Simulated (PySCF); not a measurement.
**CH8ClO2Si3: EPR calculation**

The run: EPR calculation of CH8ClO2Si3, multiplicity 2, SMILES [SiH3]OC[SiH]O[SiH2]Cl. Method and program: UKS B3LYP, pcH-1 on C Cl H O Si, non-relativistic, mean-field spin-orbit, GIAO (PySCF 2.14.0).

It belongs to a series of runs on one base structure; here: H removed from Si.

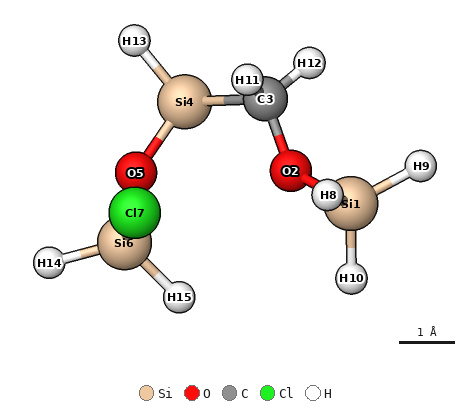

The input geometry (ball-and-stick view, seen at a tilt; atoms are numbered from 1 in the order of the input). Bond lengths as drawn: Cl–Si 2.01 Å, C–H 1.09 to 1.10 Å, C–O 1.41 Å, C–Si 1.91 Å, H–Si 1.45 to 1.47 Å and O–Si 1.62 to 1.63 Å.

**The input**
```
{"job": {"kind": "epr", "basis": "pcH-1"}, "charge": 0, "multiplicity": 2}
Si    -1.061542    -0.537410     2.013929
O     -0.884133    -0.430115     0.405554
C     -0.366299    -1.389805    -0.482061
Si    -0.174828    -0.506650    -2.169688
O      0.474410     0.957644    -1.859528
Si     1.025490     2.029594    -0.780871
Cl     2.327735     1.130256     0.454063
H      0.227238    -0.736227     2.681500
H     -1.932765    -1.666897     2.358662
H     -1.667292     0.762106     2.256096
H      0.613362    -1.732692    -0.124551
H     -1.021554    -2.265029    -0.512473
H      0.786310    -1.141479    -3.070197
H      1.732707     2.986611    -1.616973
H     -0.083254     2.548082     0.000141
```

The first line tells a small driver script what to run in PySCF; the rest is the geometry in Å.

Machine: 1 CPU thread, shared host.

Launched with:
```bash
OMP_NUM_THREADS=1 python <driver script> task.json out
```

**What the program printed**
```
UKS, coarse grid
  cycle   1  E = -1521.97881401  |g| = 8.02e-01
  cycle   2  E = -1521.39346289  |g| = 1.46e+00
  cycle   3  E = -1522.18267910  |g| = 1.34e-01
  cycle   4  E = -1522.18860284  |g| = 6.74e-02
  cycle   5  E = -1522.19033934  |g| = 1.87e-02
  cycle   6  E = -1522.19043964  |g| = 7.87e-03
  cycle   7  E = -1522.19046086  |g| = 1.11e-03
  cycle   8  E = -1522.19046129  |g| = 4.28e-04
UKS, final grid
  cycle   1  E = -1522.19044199  |g| = 5.72e-04
  cycle   2  E = -1522.19044185  |g| = 8.20e-04
  cycle   3  E = -1522.19044215  |g| = 8.15e-05
  cycle   4  E = -1522.19044215  |g| = 1.96e-05
E = -1522.19044215 Eh   <S^2> = 0.7511 (exact 0.7500)
g shifts (ppm)      1          2          3
  rmc          -154       -154       -154
  gc             63         14         75
  oz_so        -638         41       1414
  total        -729        -99       1334
hyperfine (MHz)  atom isotope    a_iso     a_fc   dipolar eigenvalues
    0  29Si      -1.59      -1.59     -0.11      0.04      0.08
    1   17O       2.89       2.90     -0.77      0.27      0.50
    2   13C      42.72      42.70     -7.20     -6.71     13.91
    3  29Si    -625.37    -626.36   -154.71     76.74     77.96
    4   17O     -37.68     -37.61    -22.94     10.90     12.05
    5  29Si     -10.23     -10.25     -3.15      1.50      1.65
    6  35Cl       1.70       1.68     -0.78     -0.77      1.56
    7    1H      -0.00      -0.00     -0.64     -0.56      1.20
    8    1H      -0.00      -0.00     -0.64     -0.54      1.18
    9    1H       0.06       0.06     -0.63     -0.58      1.21
   10    1H      47.37      47.37     -5.12      0.66      4.47
   11    1H      -1.12      -1.12     -5.23     -2.59      7.82
   12    1H     124.79     124.78     -7.91      0.24      7.67
   13    1H       0.60       0.60     -1.24     -1.06      2.31
   14    1H      -0.32      -0.32     -1.29     -1.17      2.45
```

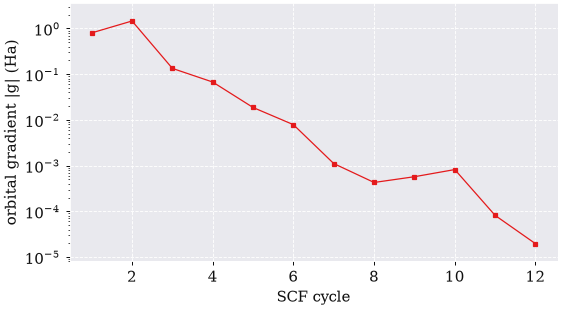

Convergence of the self-consistent field: orbital gradient |g| against the SCF cycle. All cycles printed in the log are drawn one after another.

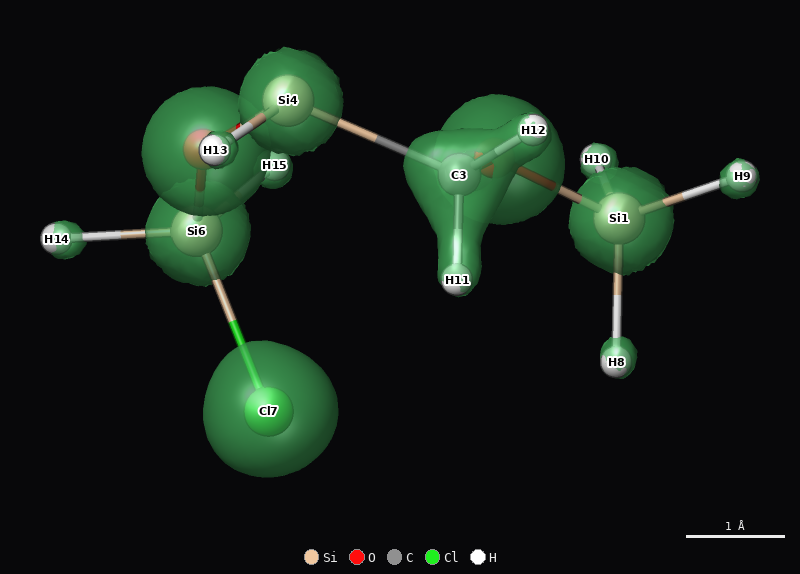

Isosurface of the electron density at 1.5 e/Å³ (green), seen from the side. At this value the surface falls into twelve separate pieces. It is pinched off along the Si–O (1.62 Å), C–Si (1.91 Å) and Si–Cl (2.01 Å) contacts. On the grid the lowest density along these lines, outside the cores, is 1.7 e/Å³ (C–O, 1.41 Å), 1 e/Å³ (Si–O, 1.62 Å), 0.78 e/Å³ (C–Si, 1.91 Å) and 0.71 e/Å³ (Si–Cl, 2.01 Å).

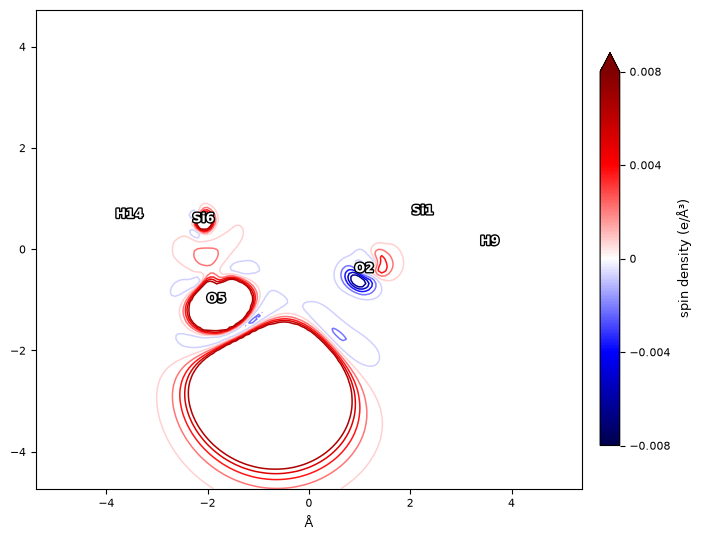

Spin density (α minus β) on the plane of atoms O2, Si1 and H9. The section cuts through Si, O and H sites. The unpaired spin (1 electron) lies mostly on Si4 (about 0.7), O5 (about 0.1) and C3 (about 0.1), in electrons by Hirshfeld's partition.

**Key numbers**

| quantity | value |
| --- | --- |
| outcome | converged |
| total energy | −1522.190442 hartree |
| ⟨S²⟩ | 0.751 |
| isotropic g | 2.0025 |
| wall time | 95 s |
| peak memory | 1.1 GiB |
